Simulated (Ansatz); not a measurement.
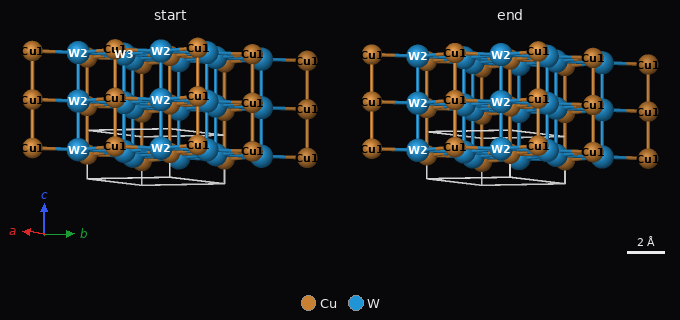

The structure of solid CuW2 (built on the random type) (coarse preliminary run) before (left) and after (right) a relaxation, at one scale.

The picture is a ball-and-stick view of the cell of the calculation, repeated 2 × 2 × 3 with one cell outlined, seen from a free direction.

Case: random cell with space group Pbam (No. 55).

The calculation used DFT PBE, scalar-relativistic, plane waves, PAW in Ansatz 0.2.0.

The input:
```yaml
crystal:
  lattice:
    - [4.6150460572, 0.0, 0.0]
    - [-2.3075230286, 3.9967471252, 0.0]
    - [0.0, 0.0, 2.6763976573]
  atoms:
    - { symbol: Cu, position: [0.0, 0.0, 0.5] }
    - { symbol: W, position: [0.6666666667, 0.3333333333, 0.5] }
    - { symbol: W, position: [0.3333333333, 0.6666666667, 0.5] }
basis:
  ecutwfc: 420
kpoints:
  mp_grid: { grid: [6, 6, 6] }
hamiltonian:
  xc: pbe
scf:
  occupations: { method: gaussian, width: 0.1 }
  lower_state_search: "off"
output:
  forces: true
  stress: true
  eigenvalues: true
relax:
  adjacent_minimum: "off"
  f_tol: 0.04
  max_steps: 70
  cell: { stress_tol: 0.4 }
```

Command:
```bash
ansatz run input.yaml --threads 1 --pin off --max-ram 2560MiB --backend cpu --events-out ev --progress --plain --runs-dir out
```

Q: Describe what moved and what it gained.

A: The energy falls by 22.0 meV per atom in 3 accepted moves (4 points after the start). All forces vanish by symmetry, so only the cell relaxes. Pressure: −2.79 GPa at the start and 0.07 GPa at the end. The SCF was repeated once at an unchanged geometry on a basis and grid sized afresh for the cell, which shifted the energy by 0.2 meV per atom at most. No atom moves by more than 0.005 Å relative to the cell. The volume changes by −1.9 %, with a = b 4.615 → 4.641 Å (+0.6 %), c 2.676 → 2.595 Å (−3.0 %). Some distances before and after: W2–W2 2.676 → 2.595 Å, Cu1–Cu1 2.676 → 2.595 Å, W2–W3 2.664 → 2.680 Å, Cu1–W2 2.664 → 2.680 Å. The space group stays P6/mmm (No. 191). The run took roughly 24 core-seconds on a shared host.

Limits of the set-up: the k-point mesh is coarse for a cell with partly filled bands.
